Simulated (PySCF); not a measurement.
# H$_{2}$N, doublet, SMILES `[NH2]`: electronic structure

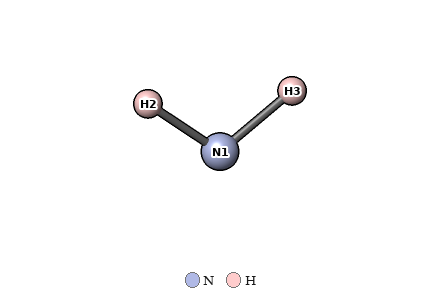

The molecule, with its atoms numbered as below. No frequency check shows the geometry to be a minimum.

Cartesian coordinates (Å):

```
N1       0.0000    0.1295    0.0000
H2       0.8300   -0.4533    0.0000
H3      -0.8300   -0.4533    0.0000
```

Part 1: Bonding charge

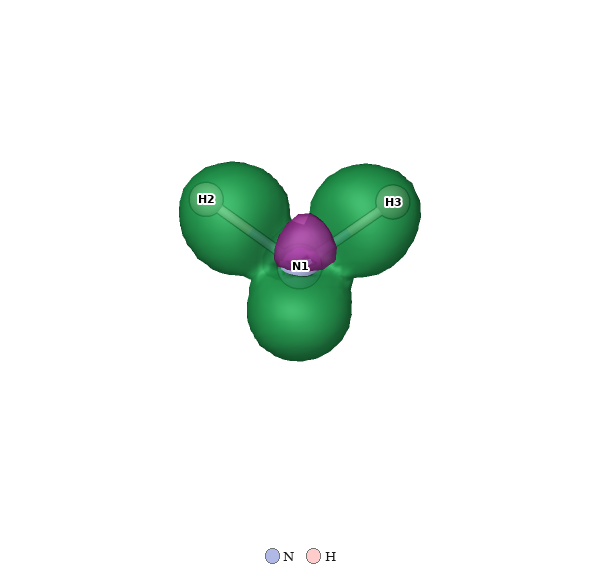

Deformation density (molecule less spherical, spin-averaged free atoms at the same positions), surfaces at ±0.15 e/Å³; green: gain, purple: loss.

PySCF calculation, B3LYP/def2-TZVP, gas phase; geometry: GFN2-xTB. The stability of the open-shell solution wasn't checked. GFN2-xTB doesn't know the spin state, so this open-shell geometry is rough.

Question: Describe the bonding that the map shows.

Answer: N1–H2 and N1–H3: +0.87 e/Å³ at the bond critical point (bond length 1.01 Å, Mayer order 0.9). In all, 0.6 electrons gather in the regions of gain relative to the promolecule.

Question: Where do the Hirshfeld charges lie?

Answer: The highest Hirshfeld charge is on H2 and H3 (+0.10 e), the lowest on N1 (−0.21 e).

Part 2: Local ionisation energy

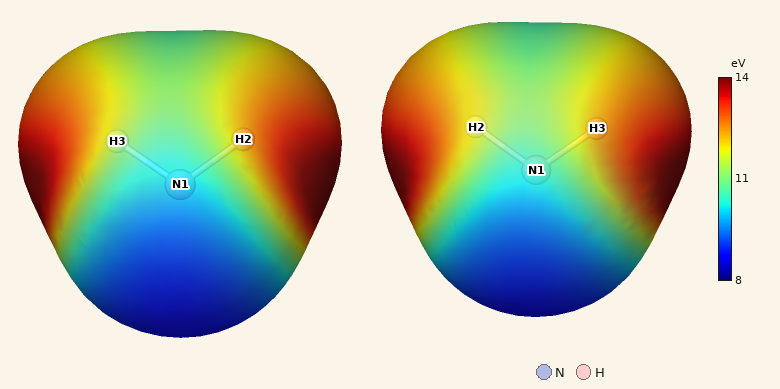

Average local ionisation energy on the surface of electron density 0.001 a.u. (back view left, front view right).

Question: Locate the minima of the map.

Answer: The lowest value is 8.7 eV, 2.0 Å from N1. Further minima include 10.6 eV, about equally far (1.6 Å) from H2 and H3, over N1 (2.0 Å). For comparison, the highest occupied orbital lies at −8.2 eV.

Question: What volume does the surface enclose, and what is the dipole moment?

Answer: About 33 Å³; the dipole moment is 1.9 D.

Part 3: Spin density

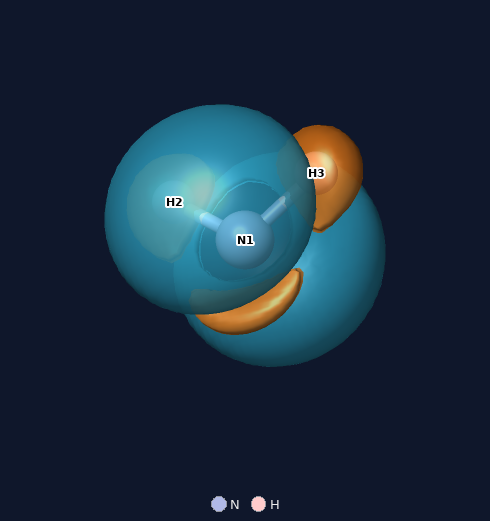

Spin density ρα − ρβ at ±0.01 e/Å³ (light blue: excess α, orange: excess β).

Question: Give the atomic spin populations that go with this picture.

Answer: Hirshfeld spin populations: N1 +0.90 and H2 and H3 +0.05. ⟨S²⟩ = 0.75, as for a pure state. The picture also shows regions of β spin from spin polarisation; the Hirshfeld sums, whose atoms overlap, net them against the α spin of neighbours.

Part 4: In an electric field

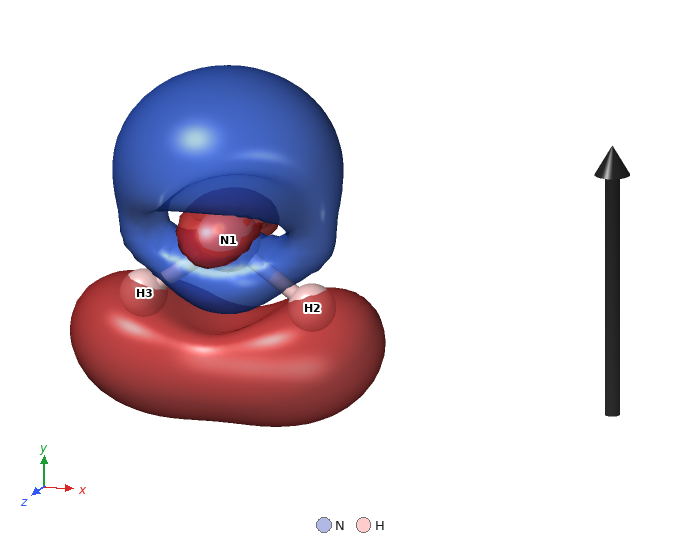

Change of the electron density in a uniform field of 0.10 V/Å along +y (arrow), surfaces at ±0.0005 e/Å³ (red: gain, blue: loss).

PySCF calculation, BP86/def2-SVPD, gas phase; geometry: GFN2-xTB. The stability of the open-shell solution wasn't checked. GFN2-xTB doesn't know the spin state, so this open-shell geometry is rough.

Question: How large is the response?

Answer: The induced dipole is 0.07 D (along the field); α along this axis, from the fields in both directions, is 13 bohr³ (1.9 Å³).

Question: Which atoms gain and lose the most charge?

Answer: Electrons gather most on H2 and H3 alike (Hirshfeld charge changes by −0.002 e) and leave N1 most (+0.004 e); 0.007 electrons are displaced in all.

Part 5: Removing or adding an electron

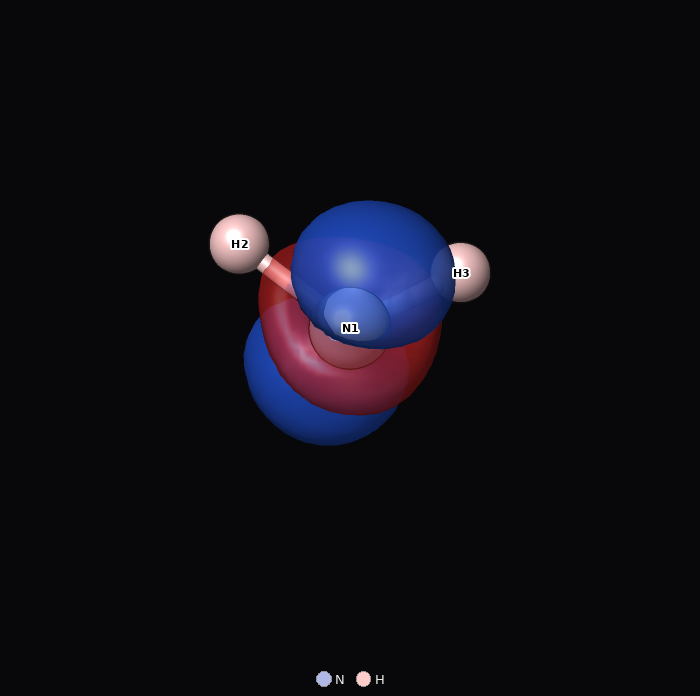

Fukui function f⁺ = ρ(N+1) − ρ(N) at fixed geometry, surfaces at ±0.1 e/Å³ (blue positive, red negative).

Level of theory: TPSSh/def2-TZVP (PySCF), at a geometry from GFN2-xTB. GFN2-xTB doesn't know the spin state, so this open-shell geometry is rough.

Question: Which atoms respond most to the addition of an electron?

Answer: f⁺ (Hirshfeld-condensed) is largest on N1 (0.61); the vertical electron affinity is −0.07 eV (to the singlet anion, which needn't be its lowest state; negative, but this basis has no diffuse functions, so it doesn't show that the anion is unbound). Condensed values hint at sites of nucleophilic attack but needn't mark the atom that reacts. Orbital relaxation makes it negative in places (0.15 e in all).

```
atom     f⁺  charge
  N1  +0.61   −0.20
  H2  +0.20   +0.10
  H3  +0.20   +0.10
```
